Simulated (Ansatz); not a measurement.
# Calculations on B₂H₃O₂F

Part 1: Relaxation

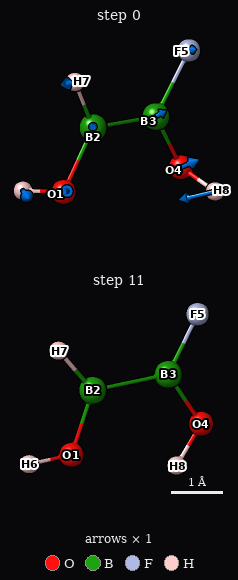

The structure of B$_{2}$H$_{3}$O$_{2}$F before (top) and after (bottom) a relaxation, at one scale. The blue arrows give the displacements, at their true length.

Style: ball-and-stick. Shown at a tilt.

The run prepares an end point of a later path (torsion) calculation, from a guessed geometry.

The calculation used RKS B3LYP-D4/def2-SVP in Ansatz 0.2.0. Set-up: no spin polarisation; force threshold 0.015 eV/Å; at most 40 steps.

Q: Summarise the run.

A: After 11 geometry steps the energy has fallen by 45.4 kcal/mol. The largest force component goes from 3.3 to 0.004 eV/Å. The atom that moves furthest after the best rigid fit is H8 (0.83 Å). Largest moves by element: H 0.83 Å, O 0.49 Å, B 0.30 Å, F 0.23 Å. Some distances before and after: B3–F5 1.478 → 1.335 Å, O1–H6 1.054 → 0.967 Å, B2–B3 1.657 → 1.728 Å, O1–B2 1.414 → 1.360 Å. Among the angles between lasting bonds that change: B2–O1–H6 104.6° → 114.5°, B3–B2–H7 120.0° → 126.9°, O1–B2–B3 118.7° → 113.9°. Groups turn about O1–B2 by about 90°, B3–O4 by about 90°.

Part 2: Relaxation

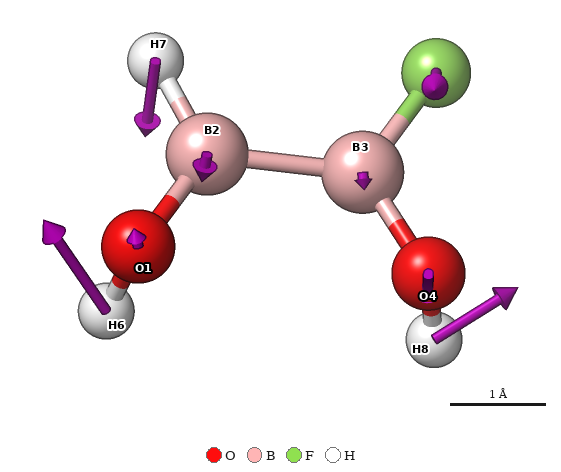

A relaxation of B2H3O2F. The starting structure is drawn; purple arrows show the displacements, at their true length. The two geometries are superimposed by the best rigid fit.

A ball-and-stick model, seen from a free direction.

The run prepares an end point of a later path (torsion) calculation, from a guessed geometry.

Computed with Ansatz 0.2.0, RKS B3LYP-D4/def2-SVP.

Input file:
```yaml
crystal:
  periodic: [false, false, false]
  atoms:
    - { symbol: O, position_ang: [-0.9799, 1.0923, 0.952] }
    - { symbol: B, position_ang: [0.2286, 0.8573, 0.2561] }
    - { symbol: B, position_ang: [0.4488, -0.6075, -0.4859] }
    - { symbol: O, position_ang: [-0.4932, -1.6144, -0.4569] }
    - { symbol: F, position_ang: [1.7339, -0.8832, -1.1617] }
    - { symbol: H, position_ang: [-1.6075, 1.5573, 0.2441] }
    - { symbol: H, position_ang: [1.1107, 1.6809, 0.2403] }
    - { symbol: H, position_ang: [-1.0503, -1.53046, -1.25728] }
basis:
  gaussian: { orbitals: def2-SVP }
hamiltonian:
  xc: b3lyp
  dispersion: d4
relax:
  f_tol: 0.015
  max_steps: 40
output:
  orbitals: {}
```

Run as
```bash
ansatz run input.yaml --threads 1 --pin off --max-ram 2048MiB --backend cpu --events-out ev --progress --plain --runs-dir out
```

**What did the optimiser do to the structure, and how much energy did it gain?**

The energy falls by 1.991 eV in 26 accepted moves (30 points after the start). The largest force component goes from 3.3 to 0.01 eV/Å. The line search rejected the trial steps at points 11, 14, 20, 22 of the run. The largest move after the best rigid fit is that of H6, 1.39 Å. Largest moves by element: H 1.39 Å, F 1.15 Å, O 0.95 Å, B 0.37 Å. Some distances before and after: B3–F5 1.478 → 1.348 Å, O1–H6 1.054 → 0.966 Å, B2–B3 1.657 → 1.716 Å, O1–B2 1.414 → 1.355 Å. Bond angles that change, for instance: B2–O1–H6 104.6° → 113.4°, B3–O4–H8 108.0° → 112.8°, O1–B2–H7 121.2° → 118.7°. Groups turn about O1–B2 by about 90°, B3–O4 by about 85°, B2–B3 by about 85°.

Part 3: Path

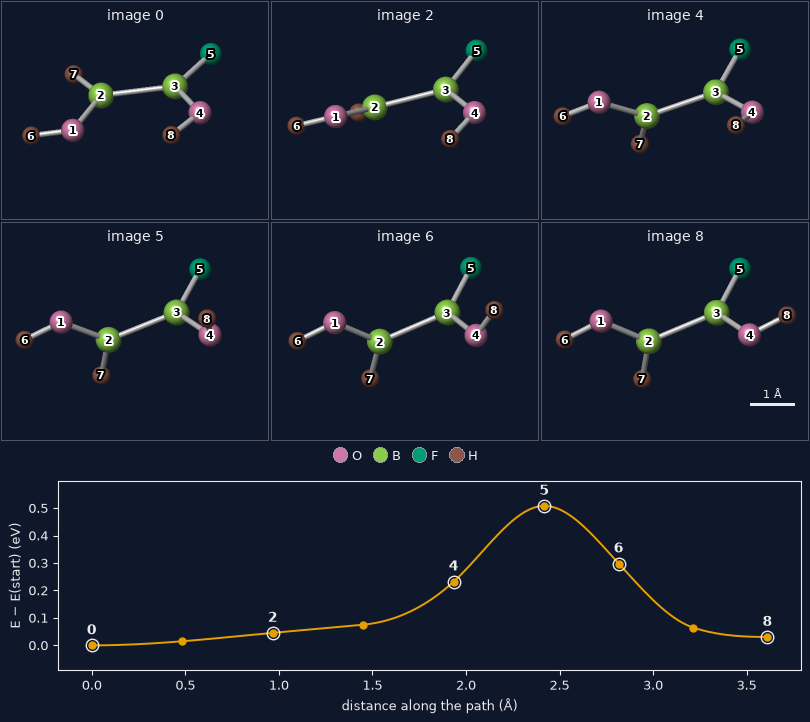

A nudged-elastic-band calculation for B2H3O2F. Images are numbered from 0 (start) to 8 (end). A ball-and-stick model, seen from a free direction.

Computed with Ansatz, RKS B3LYP-D4/def2-SVP. Settings: 7 movable images; climbing image; force threshold 0.03 eV/Å; iteration limit 55; starting path through a guess of the saddle point.

> Read off the barrier and say what moves.

The energy climbs by 0.51 eV to image 5 and then falls by 0.48 eV, so the end point sits at +0.03 eV. The motion is a rotation about the B3–O4 bond by about 180°, with a turn of about 85° about B2–B3. No bond forms or breaks between the ends. Bond angles that change up to the highest image, for instance: B3–O4–H8 111.0° → 120.0°, O1–B2–B3 113.9° → 118.7°. The band is converged. At the top, the vibrational analysis gives one imaginary mode (636i cm⁻¹), as a transition state must have.

The run took 6.5 min on 1 thread of Arm Neoverse V2 (shared host), peak memory 0.17 GiB.
